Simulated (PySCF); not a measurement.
**C₄H₅F: NMR shifts at several levels of theory, part 1 of 2**

Aim: compute the NMR shifts of C₄H₅F (`F[C@]12C[C@H]1C2`) at several levels, and see how far they spread and what each costs.

Programs: PySCF 2.14.0, with density-fitted response routines of our own. Each step states its level of theory. These are calculated values for one molecule in the gas phase, unless marked as measured. Atoms count from 0, in the outputs and in this text.

## Step 1: The molecule as given

10 atoms, charge 0, multiplicity 1; geometry from: GFN2-xTB. The atoms were then displaced at random by about 0.01 Å, so the start is not that level's minimum.

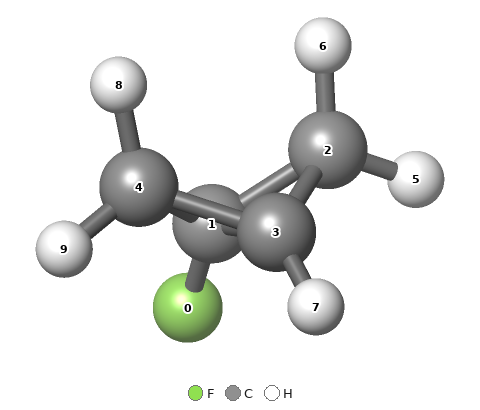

The starting geometry (fluorine green, carbon grey, hydrogen white), atoms numbered.

## Step 2: Geometry optimisation at PBE0-D3(BJ)/def2-SVP

What the job is given:

```
{"job": {"xc": "PBE0", "basis": "def2-SVP", "d3": "d3bj", "grid": 1, "shake": 0.01, "kind": "geom"}, "charge": 0, "multiplicity": 1}
F     -0.262210    -0.046670    -2.073990
C     -0.091080     0.162470    -0.763210
C      1.143430     0.128490     0.037250
C      0.016650    -0.732840     0.405260
C     -1.062780     0.345380     0.336740
H      2.021760    -0.354770    -0.389980
H      1.419930     0.983250     0.667230
H     -0.082870    -1.780060     0.572070
H     -0.965870     1.226950     1.008100
H     -2.086520     0.046860     0.179480
```

Launch:

```console
> OMP_NUM_THREADS=1 python probes_run.py task.json out
```

The driver reads the jobs from task.json and runs them one after another.

Standard output:

```text
step   0  E = -254.71709664  max force = 0.026441
step   1  E = -254.71350014  max force = 0.026316
step   2  E = -254.71776345  max force = 0.008991
step   3  E = -254.71899544  max force = 0.005307
step   4  E = -254.71966493  max force = 0.005695
step   5  E = -254.72012515  max force = 0.004571
step   6  E = -254.72025834  max force = 0.001547
step   7  E = -254.72027952  max force = 0.000447
step   8  E = -254.72028281  max force = 0.000193
optimisation converged
```

Run time: 25 s. Hardware: 1 thread of Arm Neoverse V1, shared host; peak memory 0.4 GiB.

The steps of the relaxation: (the energy doesn't fall at every step)

```
step  energy from step 0 (eV)  largest force component (eV/Å)
   0                   0.0000                          1.3597
   1                   0.0979                          1.3532
   2                  -0.0181                          0.4623
   3                  -0.0517                          0.2729
   4                  -0.0699                          0.2928
   5                  -0.0824                          0.2351
   6                  -0.0860                          0.0795
   7                  -0.0866                          0.0230
   8                  -0.0867                          0.0099
```

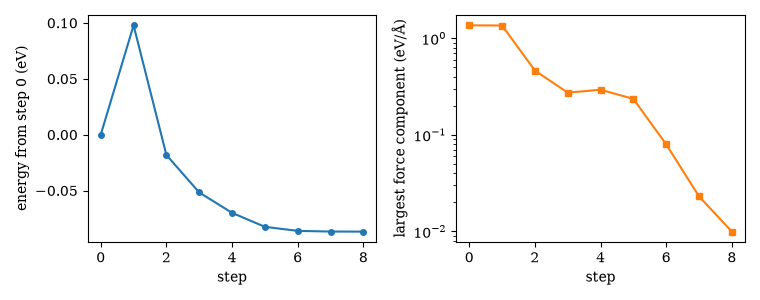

Energy and force, step by step.

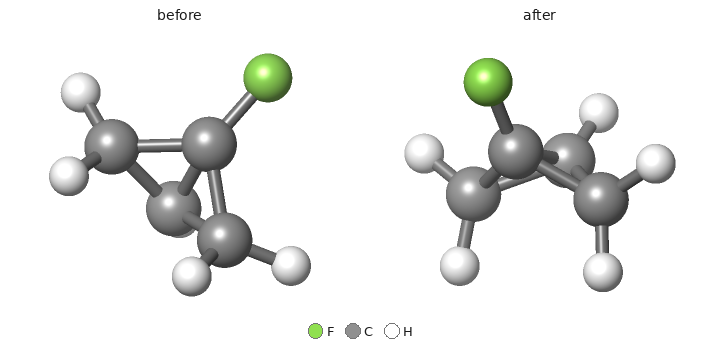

Before and after, at one scale.

Close pairs (by a distance rule), those that changed most:

```
 bond  before (Å)  after (Å)  change (Å)
C2–C3       1.465      1.508      +0.043
C3–H7       1.065      1.088      +0.023
C3–C4       1.527      1.508      -0.019
C4–H9       1.078      1.096      +0.018
C1–C3       1.476      1.459      -0.017
C4–H8       1.112      1.101      -0.011
C2–H5       1.090      1.096      +0.006
C1–C2       1.472      1.476      +0.005
```

The end geometry stands in the next job.

```
                         at the end point                value
  point group (found at 0.08 Å tolerance)                   Cs
rotational constants (GHz, main isotopes)  8.863, 5.801, 4.326
                        dipole moment (D)                 1.05
```

## Step 3: Shielding tensors: PBE0/pcSseg-2

What the job is given:

```
{"job": {"kind": "nmr", "xc": "PBE0", "basis": "pcSseg-2", "pop": false}, "charge": 0, "multiplicity": 1}
F     -1.186543     1.562402    -0.579914
C     -0.339956     0.664848    -0.072042
C      1.030164     0.324983    -0.504761
C     -0.043730    -0.728135    -0.389898
C     -0.580404    -0.354425     0.969080
H      1.290087     0.623373    -1.527062
H      1.871563     0.348491     0.205595
H     -0.423729    -1.428139    -1.130907
H      0.062437    -0.416328     1.861224
H     -1.632107    -0.606743     1.147510
```

With the program's defaults for keys left out, this is: GIAO PBE0/pcSseg-2 NMR shielding, non-relativistic, gas phase.

Standard output:

```text
coarse grid: 8536 points
cycle   1  E = -254.9603545748  dE =  9.326e-01  |g| = 4.566e-01  |ddm| = 2.237e+00
cycle   2  E = -254.9471971727  dE =  1.316e-02  |g| = 5.630e-01  |ddm| = 7.504e-01
cycle   3  E = -254.9981968172  dE = -5.100e-02  |g| = 5.437e-02  |ddm| = 4.064e-01
cycle   4  E = -254.9985995273  dE = -4.027e-04  |g| = 2.778e-02  |ddm| = 5.503e-02
cycle   5  E = -254.9987683920  dE = -1.689e-04  |g| = 3.334e-03  |ddm| = 2.323e-02
cycle   6  E = -254.9987700653  dE = -1.673e-06  |g| = 1.432e-03  |ddm| = 3.128e-03
final grid: 83296 points
cycle   7  E = -254.9986882341  dE = -7.282e-05  |g| = 7.830e-03  |ddm| = 4.052e-02
cycle   8  E = -254.9986761661  dE =  1.207e-05  |g| = 1.123e-02  |ddm| = 1.313e-02
cycle   9  E = -254.9987021181  dE = -2.595e-05  |g| = 1.080e-03  |ddm| = 7.429e-03
cycle  10  E = -254.9987023129  dE = -1.947e-07  |g| = 2.467e-04  |ddm| = 1.171e-03
cycle  11  E = -254.9987023230  dE = -1.011e-08  |g| = 4.201e-05  |ddm| = 2.117e-04
cycle  12  E = -254.9987023232  dE = -2.437e-10  |g| = 2.140e-05  |ddm| = 4.610e-05
converged SCF energy = -254.9987023232

GIAO shielding tensors (ppm)
atom      isotropic    diamagn.    paramagn.     s11        s22        s33       span
  0 F      441.440     467.492     -26.052    348.606    481.999    493.714    145.108
  1 C      107.886     247.916    -140.030     71.294     73.553    178.811    107.517
  2 C      148.538     249.384    -100.846    139.088    144.027    162.499     23.411
  3 C      177.266     259.106     -81.841    148.552    188.985    194.261     45.708
  4 C      148.549     249.381    -100.832    139.126    143.929    162.592     23.467
  5 H       28.961      29.755      -0.795     24.531     25.591     36.760     12.230
  6 H       30.141      30.150      -0.009     25.303     26.907     38.212     12.910
  7 H       29.307      31.720      -2.413     23.625     27.221     37.075     13.450
  8 H       30.142      30.159      -0.017     25.304     26.906     38.215     12.911
  9 H       28.963      29.769      -0.806     24.539     25.587     36.763     12.223
```

Wall time 21 s (1 thread of Arm Neoverse V1, shared host); peak memory 0.88 GiB.

Shifts follow as δ = σ(reference) − σ, with reference shieldings (ppm) from runs at the same level and on the same kind of geometry: 1H TMS 31.25, 13C TMS 184.1, 19F CFCl3 175.8. The references are single molecules in the gas phase, so shifts against H2O, NH3, PH3, H3PO4 or CFCl3 are not on the usual liquid scales and can be off by tens of ppm. Atoms listed in one row are averaged.

```
 atoms                                   environment  σ (ppm)  δ (ppm)
    C1  three-membered-ring carbon bearing a halogen    107.9     76.2
C2, C4                    three-membered-ring carbon    148.5     35.6
    C3                    three-membered-ring carbon    177.3      6.9
H5, H9      hydrogen on a three-membered-ring carbon    28.96     2.28
    H7      hydrogen on a three-membered-ring carbon    29.31     1.94
H6, H8      hydrogen on a three-membered-ring carbon    30.14     1.10
    F0                     fluorine on an sp3 carbon    441.4   -265.6
```

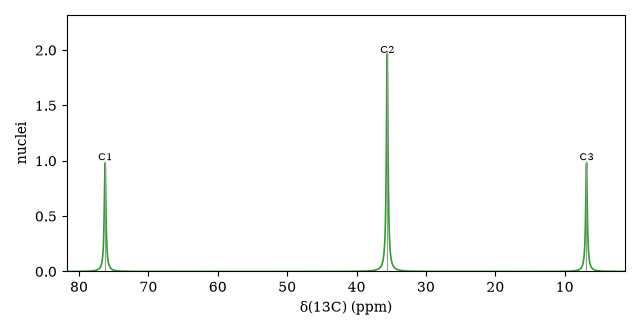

13C lines at the computed shifts, without couplings. Lines are broadened to a width of 0.28 ppm (Lorentzian).

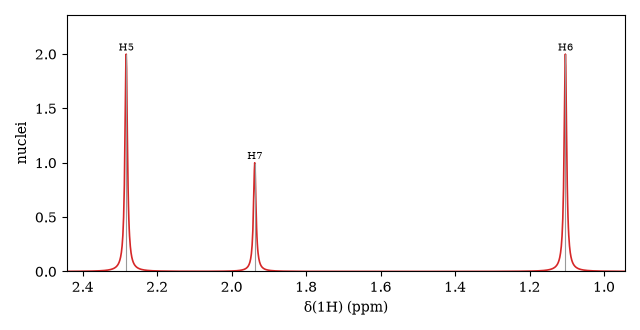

1H lines at the computed shifts, without couplings. Lines are broadened to a width of 0.01 ppm (Lorentzian).

Ring of atoms C1, C2, C3: NICS(0) -45.7, NICS(1) -8.9, NICS(1)zz -17.4 ppm (means of both faces; NICS(1) differs between them: -12.2 and -5.7).

In rings of three or four atoms NICS is ruled by the nearby σ bonds, so it says little on aromaticity.

Ring of atoms C1, C3, C4: NICS(0) -45.7, NICS(1) -8.9, NICS(1)zz -17.4 ppm (means of both faces; NICS(1) differs between them: -12.2 and -5.7).

In rings of three or four atoms NICS is ruled by the nearby σ bonds, so it says little on aromaticity.

## Step 4: Shielding tensors: mPW1PW91/pcSseg-2

Same as in step 3 but for these lines:

```diff
@@ -1,2 +1,2 @@
-{"job": {"kind": "nmr", "xc": "PBE0", "basis": "pcSseg-2", "pop": false}, "charge": 0, "multiplicity": 1}
+{"job": {"kind": "nmr", "xc": "mPW1PW91", "basis": "pcSseg-2", "pop": false}, "charge": 0, "multiplicity": 1}
 F     -1.186543     1.562402    -0.579914
```

Method: GIAO mPW1PW91/pcSseg-2 NMR shielding, non-relativistic, gas phase.

Standard output:

```text
coarse grid: 8536 points
cycle   1  E = -255.1820278201  dE =  9.326e-01  |g| = 4.694e-01  |ddm| = 2.230e+00
cycle   2  E = -255.1678157530  dE =  1.421e-02  |g| = 5.816e-01  |ddm| = 7.798e-01
cycle   3  E = -255.2214319929  dE = -5.362e-02  |g| = 5.631e-02  |ddm| = 4.295e-01
cycle   4  E = -255.2218713681  dE = -4.394e-04  |g| = 2.807e-02  |ddm| = 5.681e-02
cycle   5  E = -255.2220434616  dE = -1.721e-04  |g| = 3.446e-03  |ddm| = 2.370e-02
cycle   6  E = -255.2220451611  dE = -1.700e-06  |g| = 1.656e-03  |ddm| = 3.432e-03
final grid: 83296 points
cycle   7  E = -255.2216480067  dE = -6.919e-05  |g| = 6.544e-03  |ddm| = 3.588e-02
cycle   8  E = -255.2216389465  dE =  9.060e-06  |g| = 9.540e-03  |ddm| = 1.094e-02
cycle   9  E = -255.2216574837  dE = -1.854e-05  |g| = 8.267e-04  |ddm| = 6.239e-03
cycle  10  E = -255.2216575976  dE = -1.139e-07  |g| = 2.383e-04  |ddm| = 9.824e-04
cycle  11  E = -255.2216576079  dE = -1.026e-08  |g| = 2.960e-05  |ddm| = 2.164e-04
cycle  12  E = -255.2216576080  dE = -1.120e-10  |g| = 1.504e-05  |ddm| = 3.250e-05
converged SCF energy = -255.2216576080

GIAO shielding tensors (ppm)
atom      isotropic    diamagn.    paramagn.     s11        s22        s33       span
  0 F      441.529     467.647     -26.118    349.457    481.580    493.551    144.095
  1 C      107.234     247.867    -140.633     70.738     72.875    178.088    107.351
  2 C      147.875     249.788    -101.913    138.371    143.483    161.770     23.399
  3 C      176.536     259.014     -82.477    147.533    188.355    193.721     46.189
  4 C      147.887     249.787    -101.900    138.408    143.389    161.863     23.455
  5 H       29.015      29.781      -0.765     24.614     25.658     36.773     12.159
  6 H       30.186      30.200      -0.014     25.349     26.986     38.222     12.873
  7 H       29.351      31.732      -2.381     23.701     27.263     37.090     13.389
  8 H       30.187      30.208      -0.021     25.350     26.985     38.225     12.875
  9 H       29.017      29.794      -0.777     24.623     25.654     36.776     12.153
```

Wall time 21 s (1 thread of Arm Neoverse V1, shared host); peak memory 0.88 GiB.

Key values: δ C1 76.3, C2 35.6, C3 7.0, F0 -264.3, H5 2.28, H7 1.94 ppm (means over like atoms).

## Step 5: Shielding tensors: WP04/pcSseg-2

Same as in step 4 but for these lines:

```diff
@@ -1,2 +1,2 @@
-{"job": {"kind": "nmr", "xc": "mPW1PW91", "basis": "pcSseg-2", "pop": false}, "charge": 0, "multiplicity": 1}
+{"job": {"kind": "nmr", "xc": "WP04", "basis": "pcSseg-2", "pop": false}, "charge": 0, "multiplicity": 1}
 F     -1.186543     1.562402    -0.579914
```

With the program's defaults for keys left out, this is: GIAO WP04/pcSseg-2 NMR shielding, non-relativistic, gas phase.

Standard output:

```text
coarse grid: 8536 points
cycle   1  E = -260.7832555458  dE =  8.307e-01  |g| = 7.843e-01  |ddm| = 2.152e+00
cycle   2  E = -260.6959383168  dE =  8.732e-02  |g| = 1.090e+00  |ddm| = 1.405e+00
cycle   3  E = -260.8864654684  dE = -1.905e-01  |g| = 1.163e-01  |ddm| = 9.270e-01
cycle   4  E = -260.8886497077  dE = -2.184e-03  |g| = 4.142e-02  |ddm| = 9.534e-02
cycle   5  E = -260.8890225805  dE = -3.729e-04  |g| = 5.766e-03  |ddm| = 3.146e-02
cycle   6  E = -260.8890251173  dE = -2.537e-06  |g| = 4.512e-03  |ddm| = 7.293e-03
cycle   7  E = -260.8890298529  dE = -4.736e-06  |g| = 3.024e-04  |ddm| = 3.364e-03
final grid: 83296 points
cycle   8  E = -260.8931856584  dE = -1.264e-04  |g| = 8.168e-03  |ddm| = 5.522e-02
cycle   9  E = -260.8931691445  dE =  1.651e-05  |g| = 1.240e-02  |ddm| = 1.353e-02
cycle  10  E = -260.8932001042  dE = -3.096e-05  |g| = 1.348e-03  |ddm| = 7.892e-03
cycle  11  E = -260.8932003561  dE = -2.520e-07  |g| = 4.764e-04  |ddm| = 1.309e-03
cycle  12  E = -260.8932003944  dE = -3.825e-08  |g| = 8.979e-05  |ddm| = 3.600e-04
cycle  13  E = -260.8932003956  dE = -1.259e-09  |g| = 4.564e-05  |ddm| = 8.761e-05
cycle  14  E = -260.8932003961  dE = -4.970e-10  |g| = 1.959e-06  |ddm| = 3.390e-05
converged SCF energy = -260.8932003961

GIAO shielding tensors (ppm)
atom      isotropic    diamagn.    paramagn.     s11        s22        s33       span
  0 F      431.940     471.097     -39.157    348.707    469.719    477.394    128.687
  1 C       92.853     249.112    -156.259     53.579     57.098    167.882    114.304
  2 C      135.999     248.752    -112.753    125.862    132.557    149.579     23.717
  3 C      163.707     258.427     -94.720    130.236    176.153    184.733     54.497
  4 C      136.018     248.753    -112.735    125.902    132.495    149.658     23.756
  5 H       29.331      30.206      -0.875     25.311     26.245     36.438     11.127
  6 H       30.446      30.703      -0.257     25.764     27.597     37.976     12.211
  7 H       29.594      31.487      -1.893     24.385     27.645     36.753     12.368
  8 H       30.447      30.713      -0.265     25.765     27.597     37.980     12.215
  9 H       29.333      30.223      -0.890     25.317     26.242     36.439     11.122
```

It took 22 s on 1 thread of Arm Neoverse V1, shared host; peak memory 0.87 GiB.

This run: δ C1 79.2, C2 36.1, C3 8.4, F0 -254.6, H5 2.28, H7 2.02 ppm (means over like atoms).

## Step 6: NMR shieldings: B97-2/pcSseg-2

Same as in step 5 but for these lines:

```diff
@@ -1,2 +1,2 @@
-{"job": {"kind": "nmr", "xc": "WP04", "basis": "pcSseg-2", "pop": false}, "charge": 0, "multiplicity": 1}
+{"job": {"kind": "nmr", "xc": "B97-2", "basis": "pcSseg-2", "pop": false}, "charge": 0, "multiplicity": 1}
 F     -1.186543     1.562402    -0.579914
```

With the program's defaults for keys left out, this is: GIAO B97-2/pcSseg-2 NMR shielding, non-relativistic, gas phase.

Standard output:

```text
coarse grid: 8536 points
cycle   1  E = -255.1577828687  dE =  8.994e-01  |g| = 4.886e-01  |ddm| = 2.237e+00
cycle   2  E = -255.1373436308  dE =  2.044e-02  |g| = 6.273e-01  |ddm| = 8.523e-01
cycle   3  E = -255.1998959394  dE = -6.255e-02  |g| = 6.010e-02  |ddm| = 4.895e-01
cycle   4  E = -255.2004222935  dE = -5.264e-04  |g| = 2.866e-02  |ddm| = 5.812e-02
cycle   5  E = -255.2006008632  dE = -1.786e-04  |g| = 3.515e-03  |ddm| = 2.304e-02
cycle   6  E = -255.2006024273  dE = -1.564e-06  |g| = 1.998e-03  |ddm| = 3.879e-03
final grid: 83296 points
cycle   7  E = -255.1971838294  dE = -8.957e-05  |g| = 5.191e-03  |ddm| = 5.648e-02
cycle   8  E = -255.1971805036  dE =  3.326e-06  |g| = 6.636e-03  |ddm| = 7.834e-03
cycle   9  E = -255.1971884142  dE = -7.911e-06  |g| = 5.730e-04  |ddm| = 4.516e-03
cycle  10  E = -255.1971884682  dE = -5.398e-08  |g| = 2.995e-04  |ddm| = 7.419e-04
cycle  11  E = -255.1971884897  dE = -2.148e-08  |g| = 3.127e-05  |ddm| = 3.055e-04
cycle  12  E = -255.1971884898  dE = -1.401e-10  |g| = 1.388e-05  |ddm| = 3.372e-05
converged SCF energy = -255.1971884898

GIAO shielding tensors (ppm)
atom      isotropic    diamagn.    paramagn.     s11        s22        s33       span
  0 F      440.158     468.151     -27.993    349.740    479.974    490.759    141.020
  1 C      107.981     248.877    -140.896     71.197     73.587    179.158    107.961
  2 C      148.357     249.694    -101.337    139.365    143.707    162.000     22.635
  3 C      176.879     259.975     -83.096    147.881    188.604    194.152     46.271
  4 C      148.370     249.696    -101.326    139.414    143.607    162.089     22.675
  5 H       29.061      29.821      -0.761     24.697     25.738     36.748     12.051
  6 H       30.252      30.254      -0.002     25.430     27.073     38.254     12.824
  7 H       29.438      31.921      -2.483     23.817     27.387     37.111     13.295
  8 H       30.254      30.264      -0.010     25.432     27.073     38.257     12.825
  9 H       29.063      29.837      -0.774     24.705     25.734     36.750     12.045
```

Run time: 20 s. Hardware: 1 thread of Arm Neoverse V1, shared host; peak memory 0.88 GiB.

Key values: δ C1 75.5, C2 35.1, C3 6.6, F0 -262.7, H5 2.30, H7 1.92 ppm (means over like atoms).

## Step 7: NMR shieldings: BHandHLYP/pcSseg-2

Same as in step 6 but for these lines:

```diff
@@ -1,2 +1,2 @@
-{"job": {"kind": "nmr", "xc": "B97-2", "basis": "pcSseg-2", "pop": false}, "charge": 0, "multiplicity": 1}
+{"job": {"kind": "nmr", "xc": "BHandHLYP", "basis": "pcSseg-2", "pop": false}, "charge": 0, "multiplicity": 1}
 F     -1.186543     1.562402    -0.579914
```

Level: GIAO BHandHLYP/pcSseg-2 NMR shielding, non-relativistic, gas phase.

Standard output:

```text
coarse grid: 8536 points
cycle   1  E = -255.0915054071  dE =  1.134e+00  |g| = 4.597e-01  |ddm| = 2.227e+00
cycle   2  E = -255.1030244198  dE = -1.152e-02  |g| = 4.480e-01  |ddm| = 4.997e-01
cycle   3  E = -255.1317422758  dE = -2.872e-02  |g| = 5.006e-02  |ddm| = 2.445e-01
cycle   4  E = -255.1321454380  dE = -4.032e-04  |g| = 2.091e-02  |ddm| = 3.807e-02
cycle   5  E = -255.1322407408  dE = -9.530e-05  |g| = 4.541e-03  |ddm| = 2.130e-02
cycle   6  E = -255.1322453571  dE = -4.616e-06  |g| = 1.186e-03  |ddm| = 4.072e-03
final grid: 83296 points
cycle   7  E = -255.1351734252  dE = -3.132e-05  |g| = 3.437e-03  |ddm| = 2.862e-02
cycle   8  E = -255.1351731289  dE =  2.964e-07  |g| = 3.771e-03  |ddm| = 4.480e-03
cycle   9  E = -255.1351757861  dE = -2.657e-06  |g| = 2.643e-04  |ddm| = 2.345e-03
cycle  10  E = -255.1351757944  dE = -8.351e-09  |g| = 1.537e-04  |ddm| = 3.282e-04
cycle  11  E = -255.1351757991  dE = -4.682e-09  |g| = 1.186e-05  |ddm| = 1.380e-04
cycle  12  E = -255.1351757992  dE = -5.497e-11  |g| = 5.434e-06  |ddm| = 2.657e-05
converged SCF energy = -255.1351757992

GIAO shielding tensors (ppm)
atom      isotropic    diamagn.    paramagn.     s11        s22        s33       span
  0 F      451.993     468.088     -16.094    361.114    487.728    507.139    146.025
  1 C      111.904     246.771    -134.867     76.999     77.464    181.250    104.251
  2 C      150.261     246.339     -96.077    140.542    145.191    165.051     24.509
  3 C      179.085     257.263     -78.179    148.981    190.620    197.653     48.672
  4 C      150.272     246.336     -96.064    140.581    145.095    165.140     24.560
  5 H       29.190      29.749      -0.559     24.701     25.766     37.102     12.401
  6 H       30.357      30.116       0.241     25.410     27.045     38.616     13.207
  7 H       29.472      31.715      -2.243     23.681     27.218     37.516     13.835
  8 H       30.358      30.124       0.235     25.411     27.045     38.619     13.208
  9 H       29.192      29.761      -0.569     24.709     25.762     37.104     12.395
```

Wall time 21 s (1 thread of Arm Neoverse V1, shared host); peak memory 0.88 GiB.

This run: δ C1 72.4, C2 34.0, C3 5.2, F0 -250.0, H5 2.26, H7 1.98 ppm (means over like atoms).

## Step 8: Nuclear shieldings: CAM-B3LYP/pcSseg-2

Same as in step 7 but for these lines:

```diff
@@ -1,2 +1,2 @@
-{"job": {"kind": "nmr", "xc": "BHandHLYP", "basis": "pcSseg-2", "pop": false}, "charge": 0, "multiplicity": 1}
+{"job": {"kind": "nmr", "xc": "CAM-B3LYP", "basis": "pcSseg-2", "pop": false}, "charge": 0, "multiplicity": 1}
 F     -1.186543     1.562402    -0.579914
```

With the program's defaults for keys left out, this is: GIAO CAM-B3LYP/pcSseg-2 NMR shielding, non-relativistic, gas phase.

Standard output:

```text
coarse grid: 8536 points
cycle   1  E = -255.1231826926  dE =  1.095e+00  |g| = 4.734e-01  |ddm| = 2.193e+00
cycle   2  E = -255.1224376940  dE =  7.450e-04  |g| = 5.375e-01  |ddm| = 5.819e-01
cycle   3  E = -255.1628192940  dE = -4.038e-02  |g| = 5.172e-02  |ddm| = 2.908e-01
cycle   4  E = -255.1631940725  dE = -3.748e-04  |g| = 2.409e-02  |ddm| = 3.614e-02
cycle   5  E = -255.1633154419  dE = -1.214e-04  |g| = 5.999e-03  |ddm| = 2.408e-02
cycle   6  E = -255.1633229148  dE = -7.473e-06  |g| = 1.816e-03  |ddm| = 5.751e-03
final grid: 83296 points
cycle   7  E = -255.1674002903  dE = -5.282e-05  |g| = 4.419e-03  |ddm| = 3.065e-02
cycle   8  E = -255.1673988915  dE =  1.399e-06  |g| = 5.344e-03  |ddm| = 5.540e-03
cycle   9  E = -255.1674039125  dE = -5.021e-06  |g| = 3.864e-04  |ddm| = 3.157e-03
cycle  10  E = -255.1674039273  dE = -1.482e-08  |g| = 2.281e-04  |ddm| = 4.662e-04
cycle  11  E = -255.1674039371  dE = -9.755e-09  |g| = 2.500e-05  |ddm| = 1.793e-04
cycle  12  E = -255.1674039372  dE = -1.532e-10  |g| = 1.369e-05  |ddm| = 3.853e-05
converged SCF energy = -255.1674039372

GIAO shielding tensors (ppm)
atom      isotropic    diamagn.    paramagn.     s11        s22        s33       span
  0 F      445.050     467.822     -22.772    350.763    484.373    500.014    149.251
  1 C      105.218     244.901    -139.683     68.640     70.621    176.392    107.752
  2 C      147.147     245.832     -98.685    137.290    142.410    161.741     24.451
  3 C      175.360     255.772     -80.412    145.859    187.190    193.031     47.173
  4 C      147.157     245.825     -98.669    137.315    142.318    161.837     24.521
  5 H       29.066      29.901      -0.835     24.663     25.726     36.809     12.145
  6 H       30.217      30.144       0.073     25.421     26.998     38.233     12.812
  7 H       29.329      31.514      -2.185     23.694     27.278     37.015     13.321
  8 H       30.219      30.151       0.068     25.423     26.997     38.236     12.813
  9 H       29.068      29.910      -0.842     24.672     25.722     36.811     12.139
```

Run time: 28 s. Hardware: 1 thread of Arm Neoverse V1, shared host; peak memory 1.1 GiB.

In short: δ C1 77.3, C2 35.4, C3 7.2, F0 -259.0, H5 2.27, H7 2.01 ppm (means over like atoms).

(Continued in part 2 of 2.)
